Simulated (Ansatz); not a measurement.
The figure comes from a scan of Pt (fcc, Cu type): one Pt atom of a 4-atom cell moves by u along (0.71, 0.71, 0.00) and v along (0.00, 0.00, 1.00). Computed with PBE (plane waves to 420 eV, PAW, scalar-relativistic; Ansatz, an electronic-structure program). k mesh 10×10×10 (Γ-centred), Fermi-Dirac smearing 0.05 eV. The energy includes the smearing's −TS. Points where atoms come too close for the PAW data are left out (x in tables, blank in figures). With partly filled bands, energies and forces of such displacements shift with the k mesh and the smearing. Pt is run without spin polarisation. Pt was relaxed with its symmetry unable to fall. Spin-orbit coupling is left out, though Pt is heavy. ΔE is measured from the undisplaced structure. Axes are in Å.

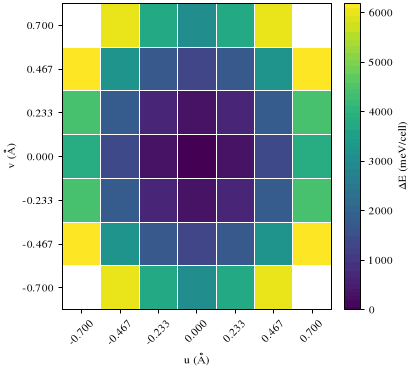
Figure: ΔE (meV/cell), one tile a computed point.

Question: Turn the plot into a table (rounded to what can be read).

Answer: To the nearest 1000:

ΔE (meV/cell), with u across and v down:

```
v \ u   -0.700  -0.467  -0.233  0.000  0.233  0.467  0.700
------  ------  ------  ------  -----  -----  -----  -----
-0.700       x    6000    4000   3000   4000   6000      x
-0.467    6000    3000    2000   1000   2000   3000   6000
-0.233    4000    2000    1000      0   1000   2000   4000
0.000     4000    1000       0      0      0   1000   4000
0.233     4000    2000    1000      0   1000   2000   4000
0.467     6000    3000    2000   1000   2000   3000   6000
0.700        x    6000    4000   3000   4000   6000      x
```

(For displaced atoms, the force is minus the slope of the energy, and its curvature is a force constant, which sets phonon frequencies.)
